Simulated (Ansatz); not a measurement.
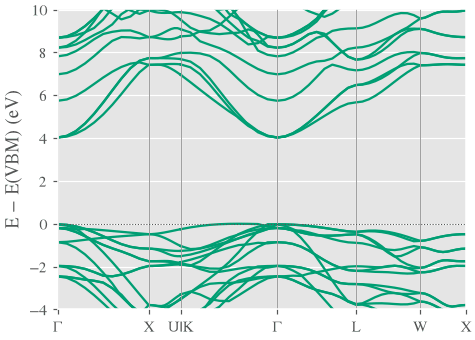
Fig. 1. Band structure from the program Ansatz at the r²SCAN level (PAW)

Problem. Read off the gap and where the band edges lie.

Solution. About 4.0 eV (4.03 eV by a search for the band edges); maximum on the K–Γ line, 60 % of the way from K, minimum at Γ.

The material is Si₃N₄ in space group Fd-3m (No. 227; Si on 16c, Si on 8b, N on 32e).

Symmetry was held in the r²SCAN relaxation; of distortions, only those at the zone centre were tested.

Potentials: the earlier of the program's two PAW sets.
